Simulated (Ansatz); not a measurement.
# Decaying states in the gap of Ba2ScNbS6

Wanted: the relaxed cell of Ba2ScNbS6, its band edges and its decay constants. It is built by putting S for O, Nb for Ta in the Ba2ScTaO6 structure of space group Fm-3m, with the volume rescaled by atomic radii. The parent structure comes from the Materials Project.

Main program and level: Ansatz 0.2.0; PBE DFT, plane waves, PAW files, in the first sound run; inputs show where later runs differ.

The structure was built from a prototype and need not be the compound's stable phase.

**1. The structure**

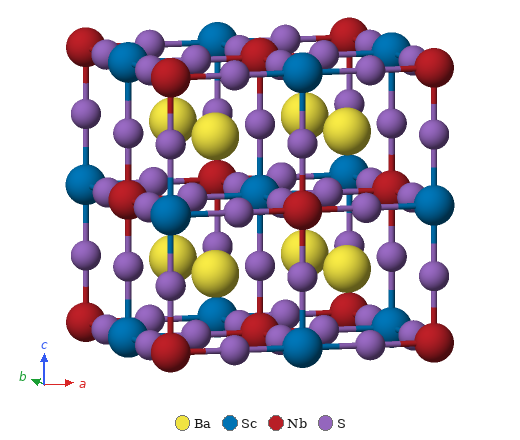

Start, viewed slightly off an axis; barium yellow, scandium blue, niobium red, sulfur purple. This picture shows the conventional cell, with its axes. Some periodic images of atoms are drawn too.

**2. Relaxing the new crystal**

The substituted atoms don't fit the parent's cell, so cell and atoms relax together. A small smearing keeps the run stable in case the gap closes on the way.

Contents of input.yaml:

```yaml
crystal:
  lattice:
    - [0.0, 4.5071160071, 4.5071160071]
    - [4.5071160071, 0.0, 4.5071160071]
    - [4.5071160071, 4.5071160071, 0.0]
  atoms:
    - { symbol: Ba, position: [0.25, 0.25, 0.25] }
    - { symbol: Ba, position: [0.75, 0.75, 0.75] }
    - { symbol: Sc, position: [0.5, 0.5, 0.5] }
    - { symbol: Nb, position: [0.0, 0.0, 0.0] }
    - { symbol: S, position: [0.757434, 0.242566, 0.242566] }
    - { symbol: S, position: [0.242566, 0.757434, 0.757434] }
    - { symbol: S, position: [0.242566, 0.757434, 0.242566] }
    - { symbol: S, position: [0.757434, 0.242566, 0.757434] }
    - { symbol: S, position: [0.242566, 0.242566, 0.757434] }
    - { symbol: S, position: [0.757434, 0.757434, 0.242566] }
kpoints:
  mp_grid: { grid: [4, 4, 4] }
scf:
  occupations: { method: gaussian, width: 0.03 }
hamiltonian:
  xc: pbe
output:
  forces: true
  stress: true
relax:
  f_tol: 0.02
  max_steps: 60
  cell: {}
```

On the command line:

```bash
$ ansatz run input.yaml --threads 2 --pin off --max-ram 4096MiB --backend cpu --events-out ev --progress --plain --runs-dir out
```

Numbers of over 12 decimals in the logs are rounded to 6 here.

Log:

```text
Engine: ansatz 0.2.0, x86_64-unknown-linux-gnu
Pseudopotentials: kind: paw
Pseudopotential: Ba, paw, valence charge 10, recommended cutoff 420 eV (normal), Ba.paw.azcp
Pseudopotential: Sc, paw, valence charge 11, recommended cutoff 420 eV (normal), Sc.paw.azcp
Pseudopotential: Nb, paw, valence charge 13, recommended cutoff 420 eV (normal), Nb.paw.azcp
Pseudopotential: S, paw, valence charge 6, recommended cutoff 420 eV (normal), S.paw.azcp
Functional definition: PBE
  parameter kappa = 0.804
  parameter beta = 0.066725
  exchange = pbe_x(kappa = kappa, mu = beta*pi^2/3)
  correlation = pbe_c(beta = beta)
Crystal: 10 atoms, lattice volume = 183.116 Å³
Basis set: ecut = 420 eV, 3527 PW (Γ), exchange–correlation on 90×90×90 points (8 copies of the dense FFT grid, shifted against one another)
Bands: 50, of which v1, the nominal top of the filled ones, is band 40 counted from 1 (39 counted from 0)
Symmetry: 48 space group operations
Space group: Fm-3m (ITA 225), of the structure as read, at distance tolerance 5.7e-5 Å
k-points: 8 of 64
Non-local potential: Ba, projectors of the file, l = 0: 3, l = 1: 2, l = 2: 2, l = 3: 2
Non-local potential: Sc, projectors of the file, l = 0: 3, l = 1: 2, l = 2: 3, l = 3: 1
Non-local potential: Nb, projectors of the file, l = 0: 3, l = 1: 2, l = 2: 2, l = 3: 1
Non-local potential: S, projectors of the file, l = 0: 2, l = 1: 2, l = 2: 2
PAW form: soft (Blöchl's): semilocal exchange-correlation on the pseudo side does not see the compensation charge
PAW one-centre angular grid: Ba, 194 points (default); XC on 64 Gauss nodes
PAW one-centre angular grid: Sc, 590 points (default); XC on 64 Gauss nodes
PAW one-centre angular grid: Nb, 590 points (default); XC on 64 Gauss nodes
PAW one-centre angular grid: S, 110 points (default); XC on 64 Gauss nodes
Initial density: superposition of atomic densities (neutral atoms: chi_scale 0, normalization atom), corrected by the library's trained network
Initial wavefunctions: pseudopotential atomic-orbital guess
Functional: x = pbe(κ = 0.804, μ = 0.219515), c = pbe(β = 0.066725)
SCF iter   1: F=—  HF=-24010.280985 eV  |F-HF|=—  |Δ(HF+E_count)|=         —  Δρ=2.40e-3  dr2=9.86e-3  ethr=1.77e-3  ⟨swp⟩=10.5  Hψ=1895  notcnv=0  defer=3
preconditioner: auto → Resta (q_TF=auto, 2.377 Å⁻¹)  ε∞=5.6  [insulator: Δε(μ)=0.077 eV  Ē_g=9.944 eV  σ=0.030 eV  W_gap=0.93  n_scr=50 (ndim 8)  ℏωp=21.3 eV  f_vac=0.000  D(μ)=0.99/eV (n_scr^D=0)  ε∞_Penn≈5.6]
SCF iter   2: F=—  HF=-24010.273946 eV  |F-HF|=—  |Δ(HF+E_count)|=   7.04e-3  Δρ=1.38e-3  dr2=4.27e-3  ethr=1.23e-5  ⟨swp⟩=2.2  Hψ=845  notcnv=0  defer=14
SCF iter   3: F=—  HF=-24010.273947 eV  |F-HF|=—  |Δ(HF+E_count)|=   9.35e-7  Δρ=2.75e-4  dr2=2.56e-4  ethr=5.34e-6  ⟨swp⟩=2.0  Hψ=637  notcnv=0  defer=14
SCF iter   4: F=—  HF=-24010.273918 eV  |F-HF|=—  |Δ(HF+E_count)|=   2.93e-5  Δρ=1.20e-4  dr2=3.26e-5  ethr=3.20e-7  ⟨swp⟩=2.0  Hψ=544  notcnv=0  defer=14
SCF iter   5: F=—  HF=-24010.274001 eV  |F-HF|=—  |Δ(HF+E_count)|=   8.33e-5  Δρ=2.57e-5  dr2=2.82e-6  ethr=4.07e-8  ⟨swp⟩=2.0  Hψ=540  notcnv=0  defer=14
SCF iter   6: F=—  HF=-24010.274001 eV  |F-HF|=—  |Δ(HF+E_count)|=   2.13e-7  Δρ=6.64e-6  dr2=1.46e-7  ethr=3.53e-9  ⟨swp⟩=2.0  Hψ=621  notcnv=0  defer=14
SCF iter   7: F=-24010.274001 eV  HF=-24010.274001 eV  |F-HF|=6.33e-10  |Δ(HF+E_count)|=   8.15e-9  Δρ=8.82e-7  dr2=2.54e-9  ethr=1.25e-10  ⟨swp⟩=4.2  Hψ=1390  notcnv=0
SCF 1 converged in 7 iterations: F = -24010.274001 eV  dr2 = 2.54e-9
  greatest PAW one-centre occupation: 0.999 electrons in one spin orbital (limit 2), on the Nb atom at site 3 (counted from 0), in its partial waves of l = 0
relax step   1: F+E_penalty+E_count = -24010.27400062 eV  Δ(F+E_penalty+E_count) = +0.000e0 eV  max|allowed force component| = 3.246e0 eV/Å  Δτ_max = 0.0000 Å  P = +37.402 GPa  Ω = 183.116 Å³  (7 SCF iters, dr2 threshold 1.00e-7 eV, accepted)
Crystal: 10 atoms, lattice volume = 211.353 Å³
Basis set: ecut = 420 eV, 4111 PW (Γ), exchange–correlation on 90×90×90 points (8 copies of the dense FFT grid, shifted against one another)
Initial density: handed on by an earlier stage of this run
Initial wavefunctions: those handed on with the density
iter 1 solved again at ethr=7.64e-4 eV; its pass at ethr=3.10e-3 eV (dr2=6.11e-1 eV) is discarded
SCF iter   1: F=—  HF=-24015.038829 eV  |F-HF|=—  |Δ(HF+E_count)|=         —  Δρ=1.20e-2  dr2=6.27e-1  ethr=7.64e-4  ⟨swp⟩=2.1  Hψ=2405  notcnv=0
preconditioner: auto → Resta (q_TF=auto, 2.320 Å⁻¹)  ε∞=5.3  [insulator: Δε(μ)=0.152 eV  Ē_g=9.570 eV  σ=0.030 eV  W_gap=1.00  n_scr=58 (ndim 8)  ℏωp=19.8 eV  f_vac=0.000  D(μ)=0.01/eV (n_scr^D=0)  ε∞_Penn≈5.3]
SCF iter   2: F=—  HF=-24014.932647 eV  |F-HF|=—  |Δ(HF+E_count)|=   1.06e-1  Δρ=5.14e-3  dr2=1.11e-1  ethr=7.64e-4  ⟨swp⟩=3.4  Hψ=729  notcnv=0
preconditioner: auto → Kerker (q_TF=auto, 2.320 Å⁻¹)  [metal: Δε(μ)=0.015 eV  Ē_g=9.467 eV  σ=0.030 eV  W_gap=0.28  n_scr=58 (ndim 8)  ℏωp=19.8 eV  f_vac=0.000  D(μ)=4.43/eV (n_scr^D=26)]
SCF iter   3: F=—  HF=-24014.921669 eV  |F-HF|=—  |Δ(HF+E_count)|=   1.10e-2  Δρ=3.09e-3  dr2=3.95e-2  ethr=1.39e-4  ⟨swp⟩=3.9  Hψ=809  notcnv=0
SCF iter   4: F=—  HF=-24014.922369 eV  |F-HF|=—  |Δ(HF+E_count)|=   7.00e-4  Δρ=2.39e-3  dr2=2.79e-2  ethr=4.94e-5  ⟨swp⟩=3.1  Hψ=696  notcnv=0  defer=6
SCF iter   5: F=—  HF=-24014.920935 eV  |F-HF|=—  |Δ(HF+E_count)|=   1.43e-3  Δρ=1.72e-3  dr2=1.48e-2  ethr=3.49e-5  ⟨swp⟩=1.6  Hψ=417  notcnv=0  defer=7
SCF iter   6: F=—  HF=-24014.919497 eV  |F-HF|=—  |Δ(HF+E_count)|=   1.44e-3  Δρ=7.55e-4  dr2=2.84e-3  ethr=1.85e-5  ⟨swp⟩=1.8  Hψ=400  notcnv=0  defer=7
SCF iter   7: F=—  HF=-24014.919175 eV  |F-HF|=—  |Δ(HF+E_count)|=   3.23e-4  Δρ=3.89e-5  dr2=8.58e-6  ethr=3.55e-6  ⟨swp⟩=2.0  Hψ=491  notcnv=0  defer=7
SCF iter   8: F=—  HF=-24014.919234 eV  |F-HF|=—  |Δ(HF+E_count)|=   5.90e-5  Δρ=1.78e-5  dr2=1.06e-6  ethr=1.07e-8  ⟨swp⟩=2.0  Hψ=708  notcnv=0  defer=7
SCF iter   9: F=-24014.919233 eV  HF=-24014.919233 eV  |F-HF|=4.40e-8  |Δ(HF+E_count)|=   1.06e-7  Δρ=3.84e-6  dr2=5.79e-8  ethr=1.25e-9  ⟨swp⟩=4.6  Hψ=1436  notcnv=0
SCF 2 converged in 9 iterations: F = -24014.919233 eV  dr2 = 5.79e-8
  greatest PAW one-centre occupation: 0.998 electrons in one spin orbital (limit 2), on the Nb atom at site 3 (counted from 0), in its partial waves of l = 0
relax step   2: F+E_penalty+E_count = -24014.91923344 eV  Δ(F+E_penalty+E_count) = -4.645e0 eV  max|allowed force component| = 2.518e-1 eV/Å  Δτ_max = 0.0584 Å  P = +12.799 GPa  Ω = 211.353 Å³  energy of the carried Pulay correction = -2.412e-3 eV  (9 SCF iters, dr2 threshold 1.00e-6 eV, accepted)
[...]
SCF iter   7: F=-24015.983333 eV  HF=-24015.983334 eV  |F-HF|=3.92e-7  |Δ(HF+E_count)|=   3.22e-7  Δρ=1.42e-5  dr2=6.68e-7  ethr=1.25e-9  ⟨swp⟩=5.9  Hψ=1841  notcnv=0
SCF 3 converged in 7 iterations: F = -24015.983333 eV  dr2 = 6.68e-7
relax step   3: F+E_penalty+E_count = -24015.98333333 eV  Δ(F+E_penalty+E_count) = -1.064e0 eV  max|allowed force component| = 1.396e-1 eV/Å  Δτ_max = 0.0279 Å  P = +3.115 GPa  Ω = 233.715 Å³  energy of the carried Pulay correction = -4.093e-3 eV  (7 SCF iters, dr2 threshold 1.00e-6 eV, accepted)
[...]
relax step   4: F+E_penalty+E_count = -24016.06763072 eV  Δ(F+E_penalty+E_count) = -8.430e-2 eV  max|allowed force component| = 3.769e-2 eV/Å  Δτ_max = 0.0016 Å  P = +0.528 GPa  Ω = 241.401 Å³  energy of the carried Pulay correction = -4.630e-3 eV  (6 SCF iters, dr2 threshold 1.00e-6 eV, accepted)
[...]
relax step   5: F+E_penalty+E_count = -24016.07031374 eV  Δ(F+E_penalty+E_count) = -2.683e-3 eV  max|allowed force component| = 5.428e-3 eV/Å  Δτ_max = 0.0002 Å  P = +0.030 GPa  Ω = 242.998 Å³  energy of the carried Pulay correction = -4.740e-3 eV  (6 SCF iters, dr2 threshold 6.96e-7 eV, accepted)
[...]
relax step   6: F+E_penalty+E_count = -24016.08277234 eV  Δ(F+E_penalty+E_count) = -1.246e-2 eV  max|allowed force component| = 4.343e-3 eV/Å  Δτ_max = 0.0000 Å  P = +0.117 GPa  Ω = 242.998 Å³  stress off target by 1.17e-1 GPa  SCF on the basis re-selected at this cell (its energy is not comparable with the rows above)  (6 SCF iters)
[...]
relax step   7: F+E_penalty+E_count = -24016.08289918 eV  Δ(F+E_penalty+E_count) = -1.268e-4 eV  max|allowed force component| = 2.509e-4 eV/Å  Δτ_max = 0.0001 Å  P = +0.003 GPa  Ω = 243.385 Å³  energy of the carried Pulay correction = -1.798e-5 eV  (6 SCF iters, dr2 threshold 3.45e-8 eV, accepted)
iter 1 solved again at ethr=1.53e-7 eV; its pass at ethr=3.10e-3 eV (dr2=1.22e-4 eV) is discarded
SCF iter   1: F=—  HF=-24016.083119 eV  |F-HF|=—  |Δ(HF+E_count)|=         —  Δρ=5.88e-6  dr2=3.64e-9  ethr=1.53e-7  ⟨swp⟩=4.1  Hψ=3121  notcnv=0
eigensolver tolerance schedule: the retry pair's looser diagonalisation over-reported the residual by 33598.04 of it (diagonalisation noise at an unbounded share of the residual, at the tolerance the schedule requests for it); recorded, not acted on — ethr = c·dr2/N_el stays at c = 1.0e-1
preconditioner: auto → Resta (q_TF=auto, 2.267 Å⁻¹)  ε∞=5.3  [insulator: Δε(μ)=0.116 eV  Ē_g=8.881 eV  σ=0.030 eV  W_gap=0.99  n_scr=58 (ndim 8)  ℏωp=18.4 eV  f_vac=0.000  D(μ)=0.12/eV (n_scr^D=0)  ε∞_Penn≈5.3]
SCF iter   2: F=—  HF=-24016.082927 eV  |F-HF|=—  |Δ(HF+E_count)|=   1.92e-4  Δρ=2.97e-6  dr2=9.90e-10  ethr=4.55e-12  ⟨swp⟩=3.4  Hψ=1063  notcnv=0
SCF iter   3: F=—  HF=-24016.082927 eV  |F-HF|=—  |Δ(HF+E_count)|=   2.73e-7  Δρ=1.10e-6  dr2=1.17e-10  ethr=1.24e-12  ⟨swp⟩=2.5  Hψ=737  notcnv=0
iter 4 did not close the SCF: its close was put off for the readings that it lacked (scf_convergence_deferred on its scf_iter line)
SCF iter   4: F=-24016.082927 eV  HF=-24016.082927 eV  |F-HF|=3.64e-12  |Δ(HF+E_count)|=   4.31e-8  Δρ=3.43e-8  dr2=3.37e-12  ethr=1.00e-12  ⟨swp⟩=1.0  Hψ=400  notcnv=0
iter 5 did not close the SCF: its close was put off for the readings that it lacked (scf_convergence_deferred on its scf_iter line)
SCF iter   5: F=-24016.082927 eV  HF=-24016.082927 eV  |F-HF|=0.00e0  |Δ(HF+E_count)|=  3.64e-12  Δρ=1.21e-8  dr2=3.88e-13  ethr=1.00e-12  ⟨swp⟩=1.0  Hψ=400  notcnv=0
iter 6 did not close the SCF: its close was put off for the readings that it lacked (scf_convergence_deferred on its scf_iter line)
SCF iter   6: F=-24016.082927 eV  HF=-24016.082927 eV  |F-HF|=3.64e-12  |Δ(HF+E_count)|=  7.28e-12  Δρ=2.75e-9  dr2=2.67e-14  ethr=1.00e-12  ⟨swp⟩=1.0  Hψ=400  notcnv=0
iter 7 did not close the SCF: its close was put off for the readings that it lacked (scf_convergence_deferred on its scf_iter line)
SCF iter   7: F=-24016.082927 eV  HF=-24016.082927 eV  |F-HF|=7.28e-12  |Δ(HF+E_count)|=  7.28e-12  Δρ=5.55e-10  dr2=8.89e-16  ethr=1.00e-12  ⟨swp⟩=1.0  Hψ=400  notcnv=0
SCF iter   8: F=-24016.082927 eV  HF=-24016.082927 eV  |F-HF|=1.46e-11  |Δ(HF+E_count)|=  7.28e-12  Δρ=2.12e-10  dr2=1.43e-16  ethr=1.00e-12  ⟨swp⟩=2.0  Hψ=853  notcnv=0
SCF 8 converged in 8 iterations: F = -24016.082927 eV  dr2 = 1.43e-16
relax step   8: F+E_penalty+E_count = -24016.08292717 eV  Δ(F+E_penalty+E_count) = -2.799e-5 eV  max|allowed force component| = 2.525e-4 eV/Å  Δτ_max = 0.0000 Å  P = +0.003 GPa  Ω = 243.385 Å³  stress off target by 3.06e-3 GPa  SCF on the basis re-selected at this cell (its energy is not comparable with the rows above)  (8 SCF iters)
basis re-selected at this cell: Δ(F+E_penalty+E_count) = -2.799e-5 eV, ΔP = -0.000 GPa vs the last step (what re-selecting the basis moved, of the pressure what is left beyond the Pulay correction that the steps carried, after the strain that the cell walked since its last selection, with what the two solves' SCF thresholds leave and, on support functions, any second-order correction that the steps lacked; it is no m [...]
SCF converged after 8 iterations
Free energy (F): -24016.082927 eV
Harris-Foulkes:  -24016.082927 eV  (|F-HF|=1.46e-11)
Internal energy: -24016.082873 eV  (E = F + TS)
E sigma→0 (E₀):  -24016.082900 eV
Entropy (-TS):   -0.000054 eV (-0.005 meV/atom)
Fermi energy:    7.909693 eV
--- Per-component energies (eV) ---
  E_band       = -432.469520
  E_kinetic    = 1634.718500
  E_local      = -3505.084921  (includes V_loc(G=0)·N_el)
  E_nonlocal   = 479.642440
  E_hartree    = 1211.746739
  E_xc         = -1203.383327
  E_vxc        = -1143.953952  (∫ρ·V_xc dr)
  E_paw        = -18079.827763  (= ΣΔE_a)
  E_vpaw       = -321.285086  (= ΣTr[D̂ρ^β])
  E_aug_tail   = 0.000022  (compensation charges beyond the density's cutoff)
  E_ewald      = -4553.894564
  E_smearing   = -0.000054  (= −TS)
  E_closure    = 0.000000  (closes the sum)
  Σ components = -24016.082927   (vs F -24016.082927, Δ=0.00e0)
--- Forces (eV/Å), atoms counted from 1 ---
  atom   1  Ba     0.00000000     0.00000000     0.00000000
  atom   2  Ba     0.00000000     0.00000000    -0.00000000
  atom   3  Sc     0.00000000    -0.00000000     0.00000000
  atom   4  Nb     0.00000000    -0.00000000     0.00000000
  atom   5  S     -0.00025250    -0.00000000     0.00000000
  atom   6  S      0.00025250     0.00000000    -0.00000000
  atom   7  S      0.00000000    -0.00025250     0.00000000
  atom   8  S     -0.00000000     0.00025250    -0.00000000
  atom   9  S     -0.00000000     0.00000000    -0.00025250
  atom  10  S      0.00000000     0.00000000     0.00025250
  max |Σ_I F_I| component: 1.84e-17 eV/Å
--- Stress (GPa, compression-positive) ---
        0.003057      -0.000000      -0.000000
       -0.000000       0.003057      -0.000000
       -0.000000      -0.000000       0.003057
  P = ⅓ Tr σ = 0.0031 GPa (0.031 kbar)
--- Relaxed structure (6 steps of the walk, 6 accepted, 2 SCFs on fresh bases) ---
  F+E_penalty+E_count = -24016.08292717 eV   max|allowed force component| = 2.525e-4 eV/Å   (the final SCF, on the basis selected at the relaxed cell)
  cell:  # Å, volume = 243.3853 Å³
    - [0, 4.955507, 4.955507]
    - [4.955507, 0, 4.955507]
    - [4.955507, 4.955507, 0]
  atoms:
    - { symbol: Ba, position: [0.25, 0.25, 0.25] }
    - { symbol: Ba, position: [0.750000, 0.750000, 0.750000] }
    - { symbol: Sc, position: [0.5, 0.5, 0.5] }
    - { symbol: Nb, position: [5.045607996789855e-19, 0, -4.2217125312830556e-19] }
    - { symbol: S, position: [0.754213, 0.245787, 0.245787] }
    - { symbol: S, position: [0.245787, 0.754213, 0.754213] }
    - { symbol: S, position: [0.245787, 0.754213, 0.245787] }
    - { symbol: S, position: [0.754213, 0.245787, 0.754213] }
    - { symbol: S, position: [0.245787, 0.245787, 0.754213] }
    - { symbol: S, position: [0.754213, 0.754213, 0.245787] }
```

The job ended after 16 s (2 threads of Intel Xeon 6975P-C (Granite Rapids), shared host; peak memory 0.7 GiB; 30 s of CPU time).

Relaxation path:

```tsv
step	energy less that of the first step (eV)	largest force component (eV/Å)	pressure (GPa)	volume (Å³)
1	0.0000	3.2455	37.40	183.12
2	-4.6452	0.2518	12.80	211.35
3	-5.7093	0.1396	3.11	233.72
4	-5.7936	0.0377	0.53	241.40
5	-5.7963	0.0054	0.03	243.00
6*	-5.8088	0.0043	0.12	243.00
7	-5.8089	0.0003	0.00	243.39
8*	-5.8089	0.0003	0.00	243.39
```

Relaxation steps marked * repeat the geometry before them on a plane-wave basis chosen anew for their cell, so energy and pressure can jump there.

Forces are held to the 48 operations that the run works with; a distortion that breaks them can't arise in this run.

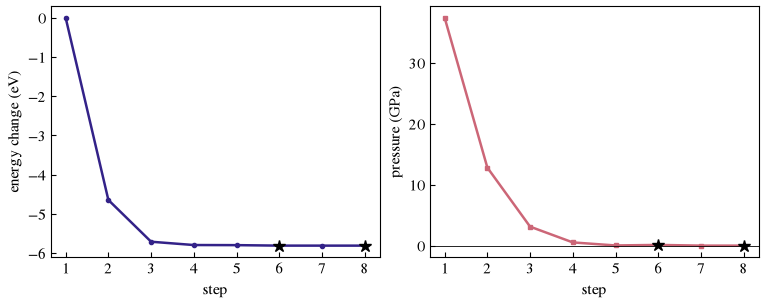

Energy and pressure along the relaxation. Stars mark steps on a basis chosen anew.

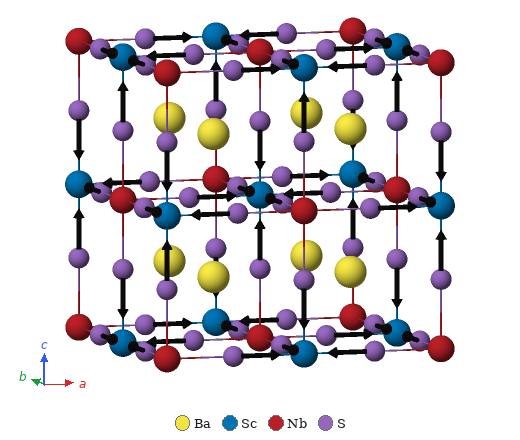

Displacements in the relaxation, exaggerated, measured against the changing cell; the longest in the cell stands for 0.03 Å. Some periodic images of atoms are drawn too.

```tsv
conventional cell, symmetrised	before	after	change
a (Å)	9.014	9.911	+9.9 %
b (Å)	9.014	9.911	+9.9 %
c (Å)	9.014	9.911	+9.9 %
volume (Å³/atom)	18.31	24.34	+32.9 %
```

The atoms that moved most (Å, as changes of fractional coordinates times the final cell):

```tsv
atom	dx	dy	dz	length
S5	0.032	0.000	0.000	0.032
S7	0.000	0.032	0.000	0.032
S9	0.000	0.000	0.032	0.032
S8	0.000	-0.032	0.000	0.032
S10	0.000	0.000	-0.032	0.032
S6	-0.032	0.000	0.000	0.032
```

The relaxed structure:

```cif
data_structure
_symmetry_space_group_name_H-M 'P 1'
_symmetry_Int_Tables_number 1
_cell_length_a 7.0081
_cell_length_b 7.0081
_cell_length_c 7.0081
_cell_angle_alpha 60.000
_cell_angle_beta 60.000
_cell_angle_gamma 60.000
_cell_volume 243.39
loop_
_atom_site_label
_atom_site_type_symbol
_atom_site_fract_x
_atom_site_fract_y
_atom_site_fract_z
_atom_site_occupancy
Ba1 Ba 0.25000 0.25000 0.25000 1
Ba2 Ba 0.75000 0.75000 0.75000 1
Sc3 Sc 0.50000 0.50000 0.50000 1
Nb4 Nb 0.00000 0.00000 0.00000 1
S5 S 0.75421 0.24579 0.24579 1
S6 S 0.24579 0.75421 0.75421 1
S7 S 0.24579 0.75421 0.24579 1
S8 S 0.75421 0.24579 0.75421 1
S9 S 0.24579 0.24579 0.75421 1
S10 S 0.75421 0.75421 0.24579 1
```

Numbers from this step:

```yaml
free_energy: -24016.0829 eV
fermi_energy: 7.910 eV
pressure: 0.003057 GPa
```

The largest force component on a free atom ends at 2.5e-4 eV/Å.

[end of part 1 of 3]

[Logs are printed without paths, hosts, clocks, repeated set-up lines and the standing remarks that a program may print on its own settings, such as how far it seeks lower states.]

[Hosts, paths, dates, database ids (printed as entryN), source tags and the programs' standing remarks are cut or masked in the printed files.]
